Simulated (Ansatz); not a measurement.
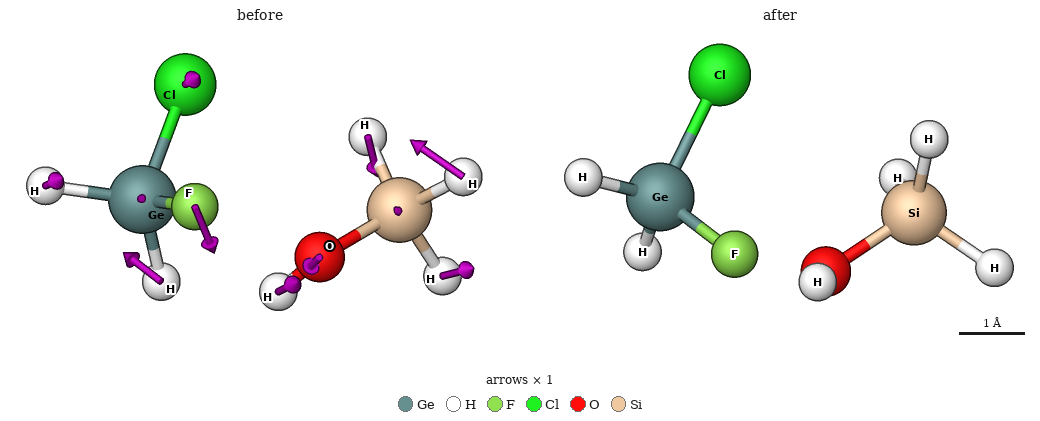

The structure of GeSiH$_{6}$OClF before (left) and after (right) a relaxation, at one scale. The purple arrows give the displacements, at their true length.

The picture is a ball-and-stick view, seen at a tilt.

The run prepares an end point of a later path (reaction) calculation, from a guessed geometry.

Theory: RKS PBE-D4/def2-SVP in Ansatz. Set-up: no spin polarisation; force threshold 0.03 eV/Å; at most 50 steps.

### Summarise the run.

The energy falls by 0.308 eV in 36 accepted moves (40 points after the start). Largest force component: 0.48 eV/Å at the start, 0.023 eV/Å at the end. The line search rejected the trial steps at points 2, 12, 27, 34 of the run. The largest move after the best rigid fit is that of an H atom, 1.02 Å. By element the largest moves are H 1.02 Å, F 1.00 Å, O 0.67 Å, Cl 0.51 Å, Si 0.13 Å, Ge 0.11 Å. Among the contacts that change: F–Ge 1.747 → 1.778 Å, Ge–H 1.549 → 1.538 Å, H–Si 1.497 → 1.506 Å, H–O 0.988 → 0.980 Å. Among the angles between lasting bonds that change: O–Si–H 113.1° → 106.3°, O–Si–H 105.5° → 112.3°, H–Ge–H 114.1° → 117.9°. Groups turn about O–Si by about 130°.
